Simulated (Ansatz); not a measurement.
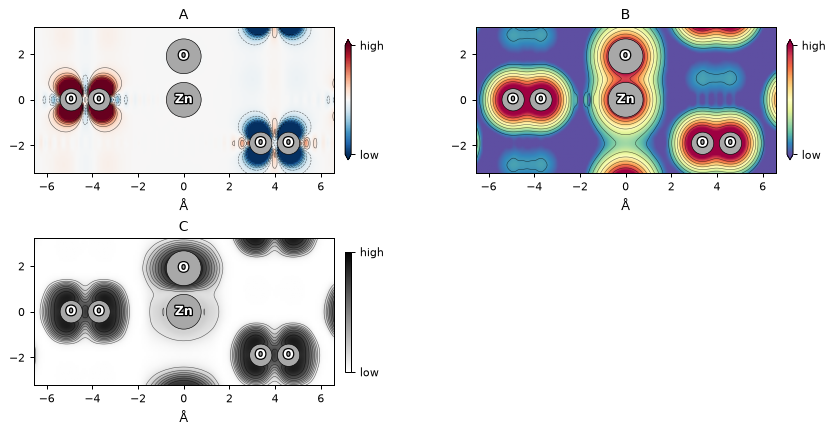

ZnO$_{5}$: 3 fields on the (110) plane of the conventional cell, with unlabelled colour scales. Grey discs cover the atomic cores.

Space group P3m1; a generated structure, not necessarily the stable one; spin-polarised.

All numbers below come from Ansatz 0.2.0, DFT PBE, scalar-relativistic, plane waves, PAW.

```
Zn O
1.0
     3.29958    0.00000    0.00000
    -1.64979    2.85752    0.00000
     0.00000    0.00000   12.43839
Zn O
1 5
Direct
  0.00000 0.00000 0.01406
  0.66667 0.33333 0.28507
  0.66667 0.33333 0.38307
  0.00000 0.00000 0.61797
  0.00000 0.00000 0.71594
  0.33333 0.66667 0.01389
```

> Which field does each panel show? The fields are: electron localisation function, spin density and valence pseudo-density.

Panel A: spin density (confined to the magnetic sites and close to zero elsewhere). Panel B: valence pseudo-density. Panel C: electron localisation function. From the grid: O–O (1.22 Å): ρ is about 3.6 e/Å³ halfway; the ELF peaks at about 0.80 between the atoms (inside overlapping PAW spheres, so only a guide): a covalent bond. Zn–O (1.90 Å): ρ is about 0.71 e/Å³ halfway; the ELF peaks at about 0.85 in the valence shell of O, 0.6 Å from its nucleus, and is about 0.30 at the midpoint; no localised pair shows between them.
